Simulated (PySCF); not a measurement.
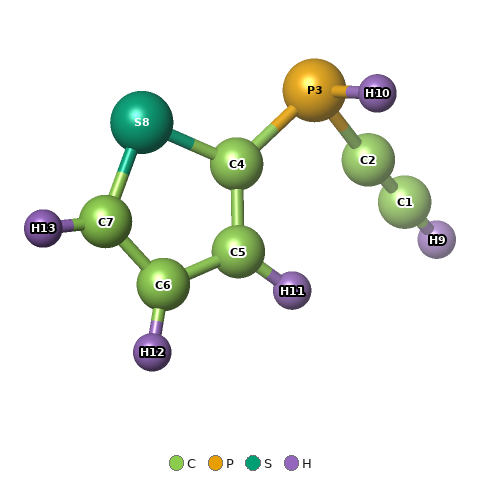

The molecule: C₆H₅PS, SMILES C#CPc1cccs1.

GIAO shifts, PBE0/pcSseg-1 (IEF-PCM acetone), PySCF, at a PBE0-D3(BJ)/def2-SVP geometry (no frequency check), against TMS for ¹³C, PH₃ for ³¹P and TMS for ¹H computed at the same level (³¹P: the usual scale starts at 85 % H₃PO₄ instead). fully decoupled, line heights follow the number of nuclei, widths are arbitrary (no quadrupolar broadening); values of one conformer, averaged over methyl-type rotors and exact or near symmetry; other conformers aren't averaged in.

Q: How many ¹³C lines appear, and where?

A: 6 signals.


```tsv
δ (ppm)	nuclei	atoms
143.6	1	C5
142.1	1	C7
137.7	1	C4
135.3	1	C6
105.8	1	C1
82.3	1	C2
```

The order of signals that lie close, as those under 2 ppm apart, is within the error of the method.

Q: Predict the ³¹P spectrum.

A: 1 signal.


| δ (ppm) | nuclei | atoms |
| --- | --- | --- |
| 139.1 | 1 | P3 |

Q: Which ¹H signals does it give?

A: 5 signals.


| δ (ppm) | nuclei | atoms |
| --- | --- | --- |
| 7.98 | 1 | H11 |
| 7.68 | 1 | H13 |
| 7.55 | 1 | H12 |
| 5.97 | 1 | H10 |
| 3.41 | 1 | H9 |

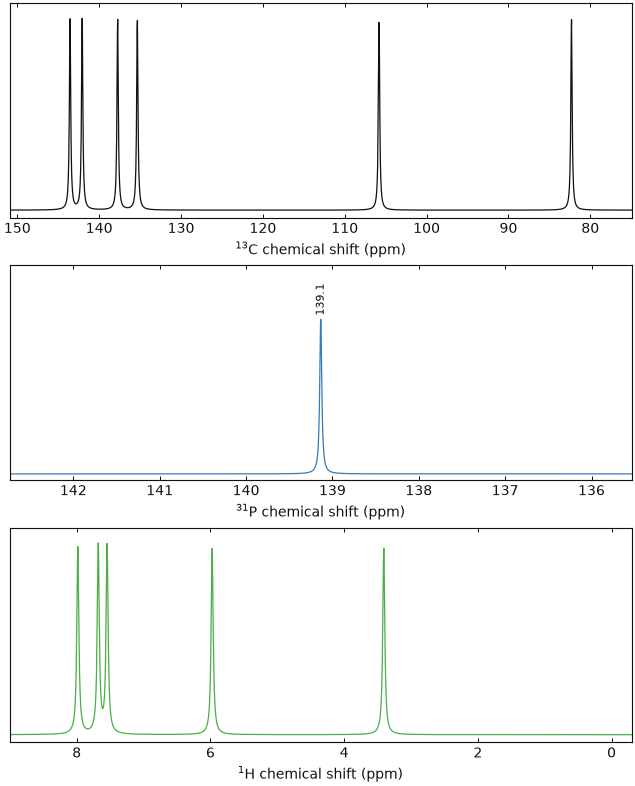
